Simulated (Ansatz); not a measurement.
| atom | x (Å) | y (Å) | z (Å) |
| --- | --- | --- | --- |
| Al | 0.2610 | -1.3667 | -0.9623 |
| Cl | -1.4048 | 0.4678 | -0.6097 |
| N | 0.1823 | -1.4014 | 0.9565 |
| Si | 1.1608 | -2.5531 | 1.9078 |
| Si | -0.9139 | -0.2180 | 1.5645 |
| H | -0.5366 | -2.5403 | -1.6741 |
| H | 1.5552 | -0.6637 | -1.5544 |
| H | 1.8167 | -3.2044 | 0.6475 |

Geometry: BLYP-D3(BJ)/def2-SVP.

Theory: Ansatz 0.2.0, isolated molecule in a Gaussian basis; Kohn-Sham density functional theory, functional PBE0.

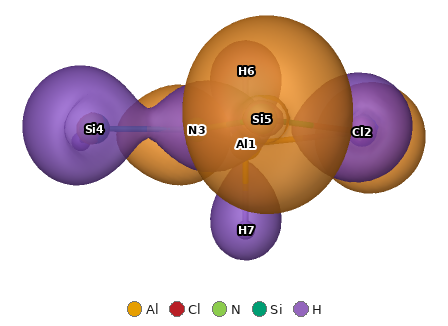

AlClH₃NSi₂. The HOMO−1 at ±0.08 Å⁻³ᐟ² (orange and purple are the two phases), seen from one side.

### Describe this orbital and give its energy.

Its weight (Hirshfeld) is mainly on Si5 (about 55 %), Cl2 (about 15 %), N3 (about 15 %) and Si4 (about 10 %). Its energy is −8.07 eV.
